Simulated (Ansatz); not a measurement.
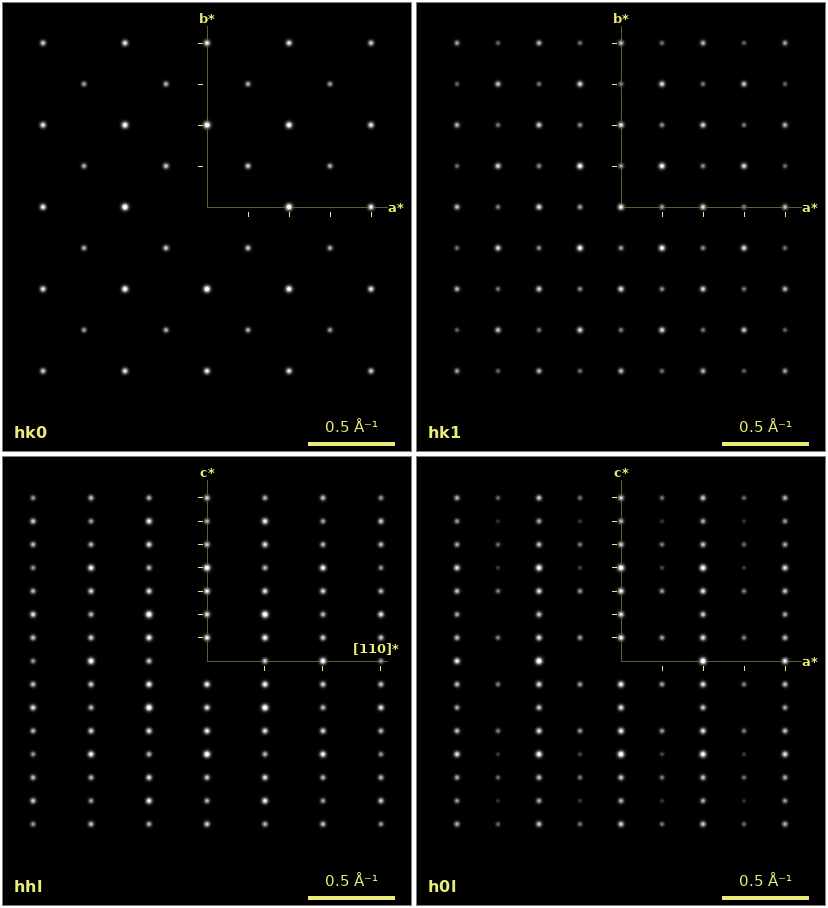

Simulated precession-type sections (X-rays; kinematic intensities, B = 0.5 Å²). The ticks mark integer indices of the conventional cell.

Read the reciprocal cell and give the direct cell.

a* = 0.240, b* = 0.240, c* = 0.136 Å⁻¹; the cell is tetragonal with a = 4.17 Å, c = 7.34 Å.

Which reflection conditions do the layers show?

Reflections are present only under these conditions. hkl: no condition; hk0: h + k = 2n; h0l: no condition; hhl: no condition; h00: h = 2n; 00l: no condition. The lattice is primitive (P). A few very weak reflections are below the display threshold.

Which space groups fit?

The intensities have Laue symmetry 4/mmm (the hk0 layer shows 4mm, hk1 shows 4mm). With these conditions only P4/nmm (No. 129) fits. The compound is HgAsCO. Structure: the geometry relaxed with DFT, PAW plane waves, pbe in Ansatz; the starting structure was generated, so it need not be a known form of this composition.
